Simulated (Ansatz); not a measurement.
System: ClGaH₅NOS.

Input

```
crystal:
  periodic: [false, false, false]
  atoms:
    - { symbol: Ga, position_ang: [0.053216, -0.274545, -0.138343] }
    - { symbol: Cl, position_ang: [-0.061274, -0.87258, 1.996956] }
    - { symbol: "N", position_ang: [1.680929, -0.197191, -0.914241] }
    - { symbol: H, position_ang: [2.505942, -0.168082, -0.327359] }
    - { symbol: H, position_ang: [1.832058, 0.271918, -1.802714] }
    - { symbol: O, position_ang: [-1.466733, -0.175885, -1.048214] }
    - { symbol: H, position_ang: [-2.244642, -0.344406, -0.507255] }
    - { symbol: S, position_ang: [-0.116915, 2.796225, 1.455701] }
    - { symbol: H, position_ang: [1.226622, 2.814693, 1.595811] }
    - { symbol: H, position_ang: [-0.234903, 1.678652, 2.257158] }
basis:
  gaussian: { orbitals: def2-SVP }
hamiltonian:
  xc: pbe0
relax:
  f_tol: 0.03
  max_steps: 50
output:
  orbitals: {}
```

Run with:

```sh
ansatz run input.yaml --threads 4 --pin off --max-ram 5120MiB --backend cpu --events-out ev --progress --plain --runs-dir out
```

The fields are those of the run's last geometry, not of the input's.

Method: RKS PBE0/def2-SVP in Ansatz 0.2.0.

**What can the converged electron density and electron localisation function tell about the bonding?**

Ga–O (1.79 Å): the density is about 0.88 e/Å³ at the midpoint; the ELF peaks at about 0.85 in the valence shell of O, 0.6 Å from its nucleus, and is about 0.25 at the midpoint.
Ga–N (1.85 Å): ρ at the midpoint is about 0.87 e/Å³; the ELF peaks at about 0.90 in the valence shell of N, 0.7 Å from its nucleus, and is about 0.35 at the midpoint.
O–H (0.96 Å): ρ is about 3.6 e/Å³ halfway; the ELF climbs to about 1 towards the hydrogen, as it does in any bond to H; a covalent bond by its length.

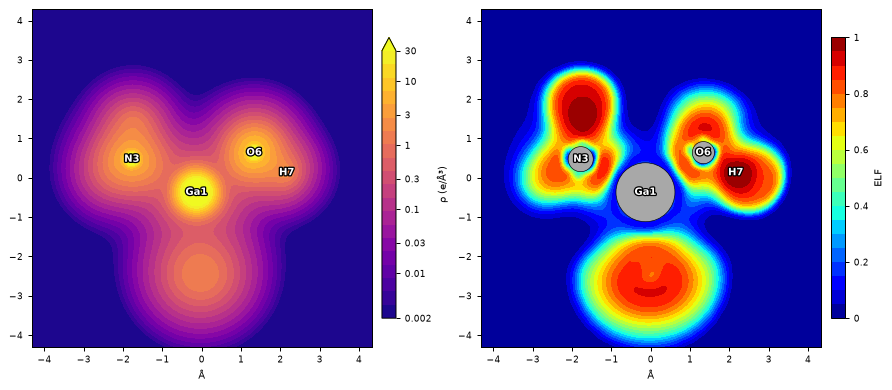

Computed electron density and electron localisation function on the plane of atoms Ga1, O6 and H7, in this order. Grey discs cover the atomic cores in the ELF map. 
